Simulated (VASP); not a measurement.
```yaml
crystal:
  lattice:
    - [0.00000, 3.81444, 3.81444]
    - [3.81444, 0.00000, 3.81444]
    - [3.81444, 3.81444, 0.00000]
  atoms:
    - { symbol: K, position: [0.25000, 0.25000, 0.25000] }
    - { symbol: K, position: [0.75000, 0.75000, 0.75000] }
    - { symbol: S, position: [0.00000, 0.00000, 0.00000] }
```

The numbers are results of RPBE GGA, VASP's PBE PAW potentials (set 64) (plane waves; VASP), not measurements. Numerical set-up: 520 eV cut-off, 6×6×6 Γ-centred mesh, tetrahedra with Blöchl corrections, potentials K_sv S.

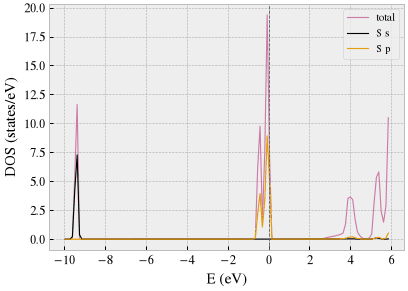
Total and projected density of states, zero at the valence-band maximum

Within 2 eV below the valence-band maximum the largest weight inside VASP's projection spheres is S p.

The gap is indirect, 2.40 eV, from the valence maximum at X to the conduction minimum at Γ.

The compound is K2S in the antifluorite structure. It was relaxed first, which changed the volume by +9 %.
